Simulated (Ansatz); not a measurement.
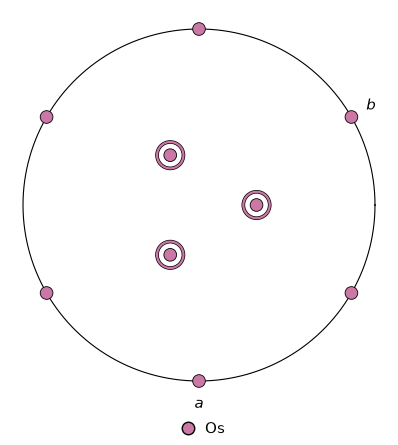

Crystal: Os, coordinates from a relaxation at fixed volume with DFT PBE, spin-orbit coupling, plane waves, PAW (Ansatz). Directions from one osmium atom at (1/3, 2/3, 3/4) to its bonded neighbours, in stereographic projection down c (filled: above the plane of the page or in it, open: below). The drawing is computed from the coordinates (standard cell, symmetry found to 0.002 Å).

Neighbours are counted up to 3.02 Å for Os.

```cif
data_structure
_symmetry_space_group_name_H-M 'P 1'
_symmetry_Int_Tables_number 1
_cell_length_a 2.7539
_cell_length_b 2.7539
_cell_length_c 4.3448
_cell_angle_alpha 90.000
_cell_angle_beta 90.000
_cell_angle_gamma 120.000
_cell_volume 28.54
loop_
_atom_site_label
_atom_site_type_symbol
_atom_site_fract_x
_atom_site_fract_y
_atom_site_fract_z
_atom_site_occupancy
Os1 Os 0.33333 0.66667 0.75000 1
Os2 Os 0.66667 0.33333 0.25000 1
```

Question: How many neighbours are there, and at what angles?

Answer: 12: 6 Os at 2.69 Å, 6 Os at 2.75 Å. Angles between bonds: 59° (12×), 60° (6×), 62° (6×), 90° (12×), 108° (3×), 120° (6×), 121° (12×), 146° (6×), 180° (3×).

Question: What is the site's symmetry in the crystal?

Answer: Point group -6m2 (D3h), order 12: one −6 axis, three twofold axes, four mirror planes. In No. 194, P6_3/mmc this is Wyckoff position 2d.
